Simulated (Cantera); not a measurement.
Input: 1 mol Si, 1.5 mol HF, 16 mol N2, held at 0.200 bar.

Method: chemical equilibrium by Gibbs-energy minimisation in Cantera with the NASA 1993 tables (ideal gas, pure condensed phases). Candidate condensed phases: Si, Si3N4; 37 gas species. N2 is the only nitrogen source here; it is nearly inert below about 1500 K, so the nitride shown seldom forms there in practice. The tables' values for SiF3, SiF2 are old estimates; treat these amounts as uncertain. Equilibrium is a limit: real reactors are often held back by kinetics, nucleation or transport.

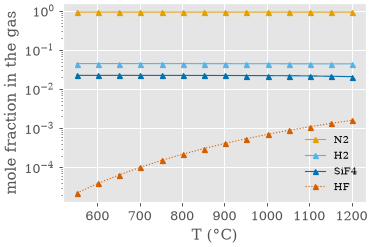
Figure. Equilibrium gas composition (values under 1e-9 drawn at 1e-9)

Task: Read off the mole fractions at 602 °C.

Result: N2 about 0.93, H2 about 0.045, SiF4 about 0.022, HF about 3.9e-5.
